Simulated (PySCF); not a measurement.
## Two runs on CH4O3Si

System: CH4O3Si.
Method of run A: GIAO HF/pcSseg-2 NMR shielding, non-relativistic, gas phase (PySCF 2.14.0).

The geometry comes from this level: PBE0-D3(BJ)/def2-SVP. Text and figures count atoms from 1; the logs count them from 0 in places.

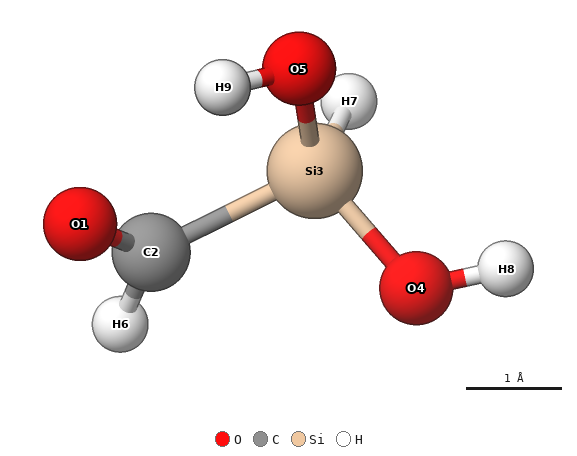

Figure 1. The structure as given in the input (ball-and-stick view, seen at a tilt; atoms are numbered from 1 in the order of the input). Bond lengths as drawn: C–H 1.12 Å, C–O 1.21 Å, C–Si 1.92 Å, H–O 0.96 to 0.97 Å, H–Si 1.49 Å and O–Si 1.65 to 1.66 Å.

## Input, run A
```
{"job": {"kind": "nmr", "xc": "HF", "basis": "pcSseg-2", "pop": false}, "charge": 0, "multiplicity": 1}
O      1.928727     0.537135    -0.739155
C      1.228022    -0.435894    -0.562599
Si    -0.366750    -0.152418     0.474489
O     -1.602103    -0.401289    -0.600365
O     -0.172853     1.408710     0.972379
H      1.518885    -1.418997    -1.019808
H     -0.525358    -1.032736     1.662463
H     -2.505824    -0.342492    -0.276827
H      0.556265     1.821748     0.483703
```

The first line tells a small driver script what to run in PySCF; the rest is the geometry in Å.

Command:
```bash
OMP_NUM_THREADS=1 python <driver script> task.json out
```

Hardware: 1 CPU thread, shared host.

## Output (run A)
```
final grid: 78248 points
cycle   1  E = -553.7329767548  dE =  5.690e-01  |g| = 9.411e-01  |ddm| = 2.160e+00
cycle   2  E = -553.8347682355  dE = -1.018e-01  |g| = 7.142e-01  |ddm| = 7.477e-01
cycle   3  E = -553.9220169128  dE = -8.725e-02  |g| = 7.967e-02  |ddm| = 3.488e-01
cycle   4  E = -553.9239349447  dE = -1.918e-03  |g| = 4.015e-02  |ddm| = 7.333e-02
cycle   5  E = -553.9243362247  dE = -4.013e-04  |g| = 1.002e-02  |ddm| = 3.686e-02
cycle   6  E = -553.9244025392  dE = -6.631e-05  |g| = 5.341e-03  |ddm| = 1.420e-02
cycle   7  E = -553.9244231521  dE = -2.061e-05  |g| = 1.867e-03  |ddm| = 9.317e-03
cycle   8  E = -553.9244257440  dE = -2.592e-06  |g| = 5.440e-04  |ddm| = 3.275e-03
cycle   9  E = -553.9244259926  dE = -2.486e-07  |g| = 1.729e-04  |ddm| = 1.019e-03
cycle  10  E = -553.9244260360  dE = -4.341e-08  |g| = 9.404e-05  |ddm| = 3.753e-04
cycle  11  E = -553.9244260541  dE = -1.808e-08  |g| = 4.557e-05  |ddm| = 2.704e-04
cycle  12  E = -553.9244260584  dE = -4.308e-09  |g| = 1.650e-05  |ddm| = 1.606e-04
cycle  13  E = -553.9244260587  dE = -3.074e-10  |g| = 6.408e-06  |ddm| = 4.318e-05
converged SCF energy = -553.9244260587

GIAO shielding tensors (ppm)
atom      isotropic    diamagn.    paramagn.     s11        s22        s33       span
  0 O     -545.090     394.028    -939.118  -1482.514   -602.660    449.903   1932.418
  1 C      -53.965     250.932    -304.896   -188.941    -90.515    117.562    306.503
  2 Si     441.134     872.761    -431.627    398.176    440.763    484.464     86.287
  3 O      286.228     388.587    -102.359    243.934    301.973    312.777     68.843
  4 O      295.748     388.623     -92.876    244.722    306.272    336.249     91.527
  5 H       20.614      28.012      -7.398     15.833     21.787     24.222      8.389
  6 H       27.267      28.790      -1.522     23.384     25.972     32.445      9.061
  7 H       29.165      30.629      -1.464     21.679     23.494     42.323     20.644
  8 H       27.186      31.689      -4.503     17.533     22.032     41.994     24.461
```

The input of run B differs as follows (lines with − go, lines with + come):
```diff
-"xc": "HF"
+"xc": "PBE"
```

What does this change do to the results?

The total energies belong to different methods, so their difference says nothing on which is more stable or more accurate. The HOMO goes from −11.19 to −5.98 eV. The LUMO goes from 1.91 to −3.14 eV. The dipole moment goes from 2.76 to 2.04 D. Of all shieldings, the largest change is that of Si3, by −59.6 ppm. The method changes from HF to PBE. Exact exchange removes part of the self-interaction error of semilocal functionals, which pushes filled and empty levels apart. The SCF takes 16 iterations against 13.

## Output (run B)
```
coarse grid: 8448 points
cycle   1  E = -555.1404224506  dE =  7.405e-01  |g| = 1.352e+00  |ddm| = 2.243e+00
cycle   2  E = -553.1070340826  dE =  2.033e+00  |g| = 3.386e+00  |ddm| = 4.002e+00
cycle   3  E = -555.4124112825  dE = -2.305e+00  |g| = 4.791e-01  |ddm| = 3.655e+00
cycle   4  E = -555.4378006856  dE = -2.539e-02  |g| = 3.640e-01  |ddm| = 4.290e-01
cycle   5  E = -555.4613247100  dE = -2.352e-02  |g| = 6.784e-02  |ddm| = 2.097e-01
cycle   6  E = -555.4623917031  dE = -1.067e-03  |g| = 1.731e-02  |ddm| = 6.465e-02
cycle   7  E = -555.4624568477  dE = -6.514e-05  |g| = 6.270e-03  |ddm| = 2.012e-02
cycle   8  E = -555.4624628795  dE = -6.032e-06  |g| = 3.153e-03  |ddm| = 4.685e-03
final grid: 78248 points
cycle   9  E = -555.4548745833  dE = -4.165e-05  |g| = 1.827e-02  |ddm| = 3.111e-02
cycle  10  E = -555.4544284966  dE =  4.461e-04  |g| = 5.177e-02  |ddm| = 3.145e-02
cycle  11  E = -555.4549284803  dE = -5.000e-04  |g| = 6.028e-03  |ddm| = 2.562e-02
cycle  12  E = -555.4549352591  dE = -6.779e-06  |g| = 1.060e-03  |ddm| = 4.225e-03
cycle  13  E = -555.4549354273  dE = -1.681e-07  |g| = 3.579e-04  |ddm| = 8.229e-04
cycle  14  E = -555.4549354555  dE = -2.827e-08  |g| = 9.946e-05  |ddm| = 3.301e-04
cycle  15  E = -555.4549354570  dE = -1.470e-09  |g| = 4.580e-05  |ddm| = 7.470e-05
cycle  16  E = -555.4549354574  dE = -3.686e-10  |g| = 7.004e-06  |ddm| = 2.574e-05
converged SCF energy = -555.4549354574

GIAO shielding tensors (ppm)
atom      isotropic    diamagn.    paramagn.     s11        s22        s33       span
  0 O     -530.624     393.310    -923.933  -1479.851   -530.594    418.573   1898.424
  1 C      -74.234     251.083    -325.316   -209.629    -99.962     86.889    296.518
  2 Si     381.572     876.949    -495.376    318.980    390.288    435.449    116.469
  3 O      256.476     386.113    -129.637    189.389    289.355    290.685    101.297
  4 O      267.067     387.055    -119.988    193.435    277.067    330.700    137.265
  5 H       19.070      27.855      -8.785     13.433     20.618     23.159      9.726
  6 H       25.965      28.767      -2.802     21.927     25.112     30.856      8.928
  7 H       29.054      30.868      -1.813     22.605     24.469     40.088     17.483
  8 H       27.121      32.035      -4.914     18.303     22.662     40.398     22.095
```

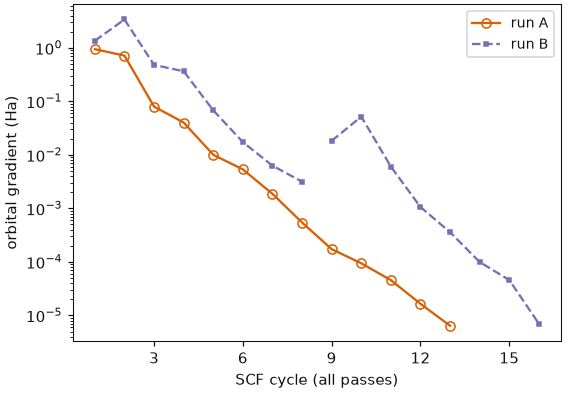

Figure 2. Convergence of the two runs: orbital gradient against the SCF cycle. A break in a curve parts two SCF passes (coarse and final grid). Run A takes 13 cycles in all, and run B takes 16.

## The two runs side by side

```tsv
quantity	run A	run B
outcome	converged	converged
total energy (hartree)	−553.924426	−555.454935
HOMO (eV)	−11.19	−5.98
LUMO (eV)	1.91	−3.14
dipole moment (D)	2.76	2.04
shielding of O1 (ppm)	−545.1	−530.6
shielding of C2 (ppm)	−54.0	−74.2
shielding of Si3 (ppm)	441.1	381.6
shielding of O4 (ppm)	286.2	256.5
shielding of O5 (ppm)	295.7	267.1
shielding of H6 (ppm)	20.6	19.1
shielding of H7 (ppm)	27.3	26.0
SCF iterations	13	16
basis functions	243	243
wall time (shared host)	19 s	44 s
```
